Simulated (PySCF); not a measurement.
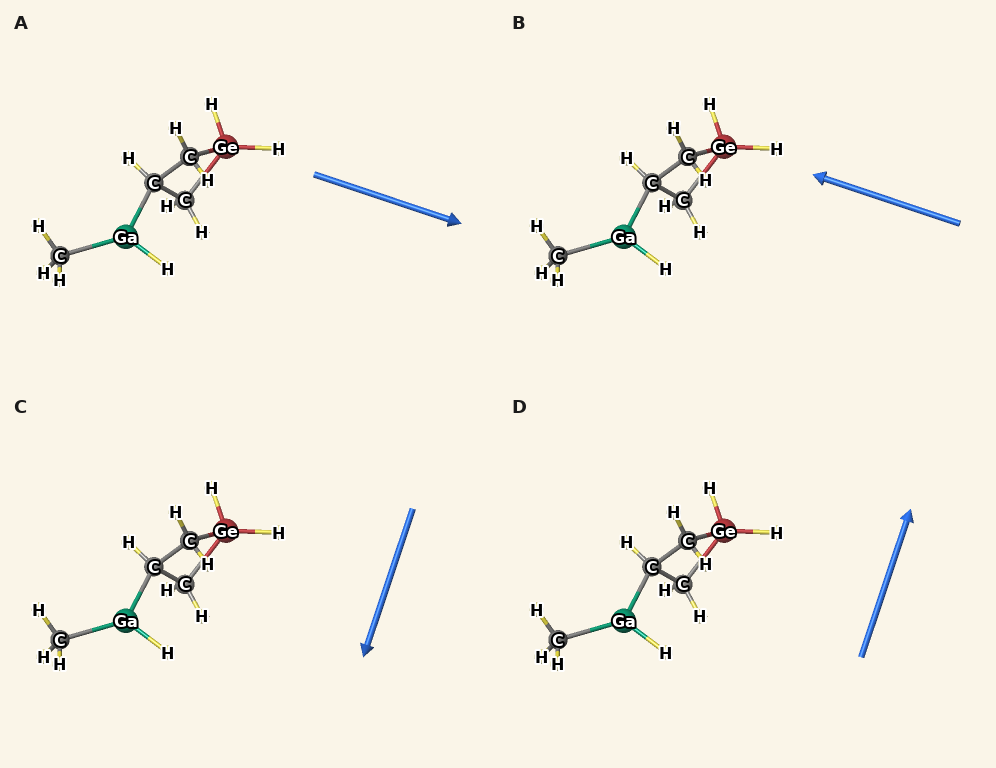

The same molecule four times, each with an arrow. The computed structure is the end point of a GFN2-xTB optimisation. No frequency run is at hand to confirm it as a minimum. Level of theory: PBE0/def2-SVPD, gas phase (PySCF 2.14.0).

Question: Which arrow points along the dipole moment, from the negative to the positive end?

Answer: B. The dipole moment is 0.84 D.

The geometry is semi-empirical. Around Ga, Ge such bond lengths and angles can be off by a tenth of an ångström or more and by several degrees, and values that hang on the shape move with them.
